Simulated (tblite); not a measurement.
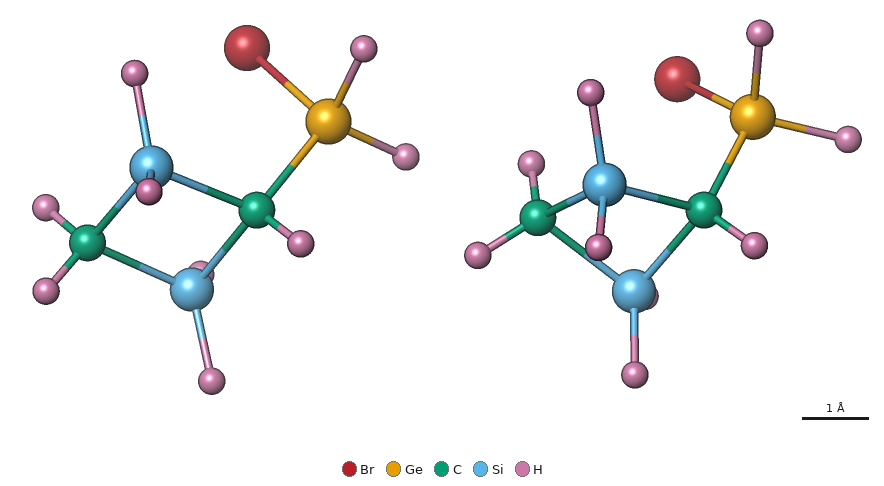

Two geometries of C2H9BrGeSi2, drawn at one scale. One is the start of a relaxation, the other its converged end. The picture is a ball-and-stick view, seen from a free direction.

These are results of GFN2-xTB geometry optimisation, gas phase in tblite, not measurements. 

Question: Which of the two is the end point?

Answer: The left one is the relaxed one. The energy falls by 12.7 kcal/mol in 89 geometry steps. The atom that moves furthest after the best rigid fit is an H atom (0.96 Å). Largest moves by element: H 0.96 Å, Br 0.72 Å, C 0.43 Å, Si 0.34 Å, Ge 0.31 Å. Near-neighbour distances that change, for instance: C–Si 1.865 → 1.930 Å, C–Ge 1.897 → 1.960 Å, C–Si 1.871 → 1.916 Å, Ge–H 1.567 → 1.524 Å. Among the angles between lasting bonds that change: H–C–H 116.4° → 106.5°, H–Si–H 118.2° → 110.2°, Si–C–Si 85.8° → 93.3°. Groups turn about C–Si by about 30°, C–Si by about 25°, C–Si by about 25°.
